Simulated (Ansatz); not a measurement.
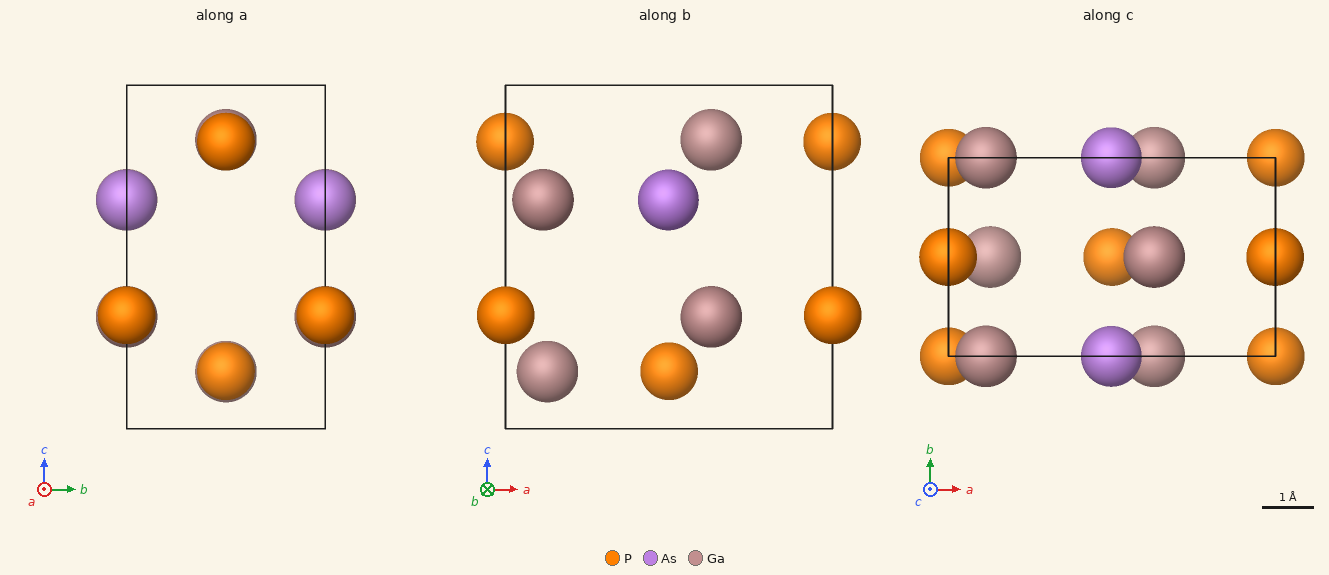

Spheres-only model, viewed along the a axis, along the b axis and along the c axis. The lines enclose the conventional unit cell; boundary atoms appear with their images.

Lattice parameters: a = 6.461 Å, b = 3.925 Å, c = 6.791 Å, α = 90.00°, β = 90.00°, γ = 90.00°.

### Give the structure in the form of a table of Wyckoff sites, with free fractional coordinates to two decimals.

Space group Pm (No. 6).
```json
{"atom": "P", "site": "1a", "x": "0.00", "y": "0.00", "z": "0.33"}
{"atom": "P", "site": "1b", "x": "0.00", "y": "0.50", "z": "0.84"}
{"atom": "P", "site": "1b", "x": "0.50", "y": "0.50", "z": "0.17"}
{"atom": "As", "site": "1a", "x": "0.50", "y": "0.00", "z": "0.67"}
{"atom": "Ga", "site": "1a", "x": "0.63", "y": "0.00", "z": "0.33"}
{"atom": "Ga", "site": "1b", "x": "0.63", "y": "0.50", "z": "0.84"}
{"atom": "Ga", "site": "1b", "x": "0.13", "y": "0.50", "z": "0.1667"}
{"atom": "Ga", "site": "1a", "x": "0.11", "y": "0.00", "z": "0.67"}
```

Origin of the cell: a structure type filled with these elements by a generator (whether the compound takes this form wasn't checked). It was relaxed with Ansatz 0.2.0, DFT, PBE, plane waves, PAW.
